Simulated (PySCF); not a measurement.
# H4P2, SMILES `PP`: electronic structure

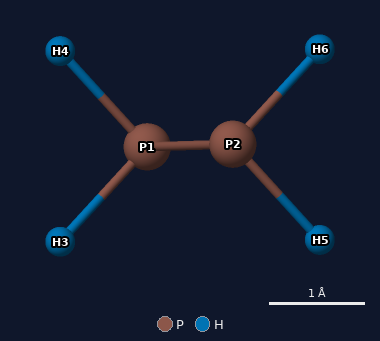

The molecule, with its atoms numbered as below. No frequency check shows the geometry to be a minimum.

Coordinates in Å:

```
P1       1.0688    0.0000   -0.1302
P2      -1.0688    0.0000    0.1302
H3       1.2785    1.0034    0.8165
H4       1.2785   -1.0033    0.8165
H5      -1.2785    1.0034   -0.8165
H6      -1.2785   -1.0033   -0.8165
```

Part 1: Bonding charge

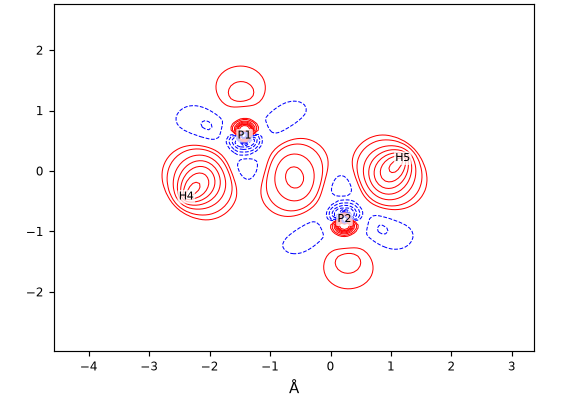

Deformation density (molecule less spherical, spin-averaged free atoms) in the plane of P1, P2, H4 and H5; contours at ±0.05 to ±0.8 e/Å³; solid red lines: gain, dashed blue lines: loss.

PySCF calculation, HF/cc-pVTZ, gas phase; geometry: GFN2-xTB.

> How much density has each bond in this plane gained at its critical point, relative to the free atoms?

P1–P2: +0.33 e/Å³ at the bond critical point (bond length 2.15 Å, Mayer order 1.0). P1–H4 and P2–H5: +0.24 e/Å³ at the bond critical point (bond length 1.40 Å, Mayer order 1.0). In all, 1.4 electrons gather in the regions of gain relative to the promolecule.

> Where do the Hirshfeld charges lie?

The highest Hirshfeld charge is on P1 and P2 (+0.03 e), the lowest on H3, H4, H5 and H6 (−0.01 e).

Part 2: Bond critical points

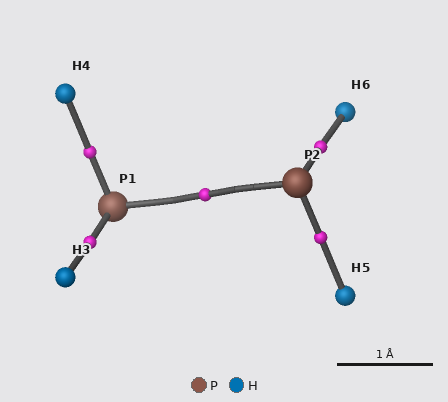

Molecular graph of the electron density (QTAIM): bond paths, bond critical points (magenta), ring points (cyan, if any); weak paths are dashed.

> How many critical points of each kind are there, and does the count close?

6 nuclei, 5 bond, 0 ring and 0 cage critical points: 6 − 5 + 0 − 0 = 1, as the Poincaré–Hopf relation requires.

> What does the calculation give at each kind of bond critical point?

| bond | length (Å) | ρ (a.u.) | ∇²ρ (a.u.) | ε | H (a.u.) |
| --- | --- | --- | --- | --- | --- |
| P1–H4 (4 alike) | 1.395 | 0.168 | +0.12 | 0.09 | −0.162 |
| P1–P2 | 2.153 | 0.137 | −0.26 | 0.07 | −0.086 |

> What kind of interaction is P1–H4?

Polar or intermediate (positive Laplacian, negative energy density H): ρ = 0.168, ∇²ρ = +0.12, H = −0.162 a.u.

Part 3: Local ionisation energy

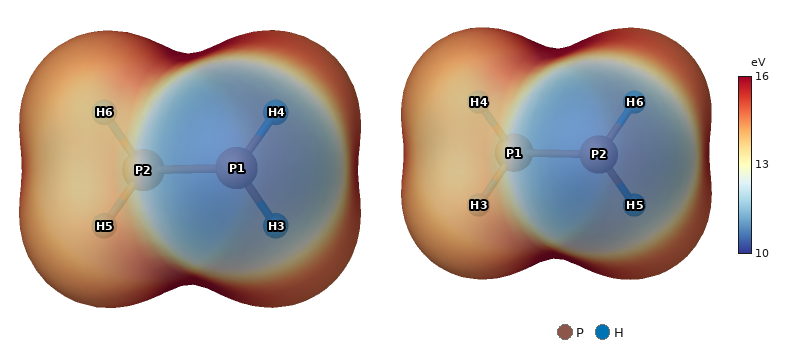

Average local ionisation energy on the surface of electron density 0.001 a.u. (back view left, front view right).

> Where are the most loosely bound electrons on this surface?

The lowest value is 10.5 eV, 2.4 Å from P1, and at like points elsewhere. For comparison, the highest occupied orbital lies at −9.2 eV.

Part 4: Excited states

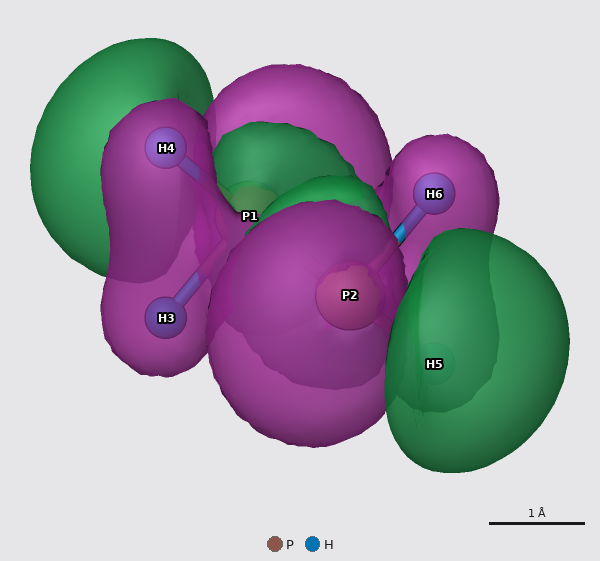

Unrelaxed difference density of S₂ less the ground state (full linear response singlet states), ±0.008 e/Å³; green: gain, purple: loss.

Method: CAM-B3LYP/6-311+G**; geometry: GFN2-xTB; program: PySCF.

> How does the charge move on excitation?

0.66 e is displaced in all, largely into diffuse regions outside the molecule. The state: 5.81 eV (213 nm), f = 0.309 (bright), diffuse (Rydberg-like) orbital; the leading pair carries 98 %; hole on P1 and P2 (42 % each), electron on P1 and P2 (41 % each) (atom shares of so diffuse an orbital are rough); their centroids lie 0.0 Å apart.

Part 5: Removing or adding an electron

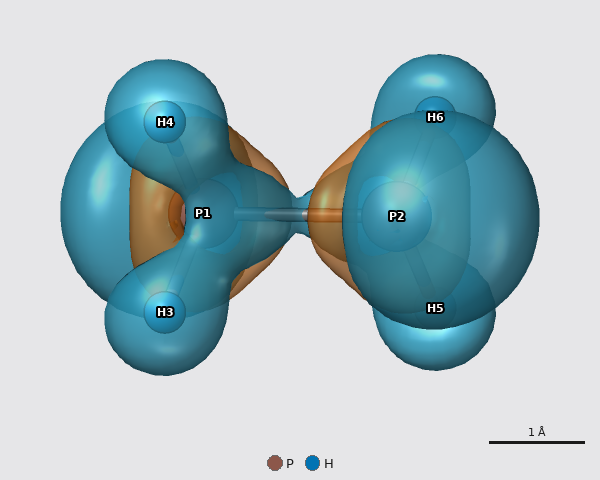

Fukui function f⁻ = ρ(N) − ρ(N−1) at fixed geometry, surfaces at ±0.02 e/Å³ (light blue positive, orange negative).

PySCF calculation, PBE0/6-311+G**, gas phase; geometry: GFN2-xTB.

> On which atoms does the density change most on removal of an electron?

f⁻ (Hirshfeld-condensed) is largest on P1 and P2 (0.36 each); the vertical ionisation energy is 8.99 eV. Condensed values hint at sites of electrophilic attack but needn't mark the atom that reacts. Orbital relaxation makes it negative in places (0.11 e in all).
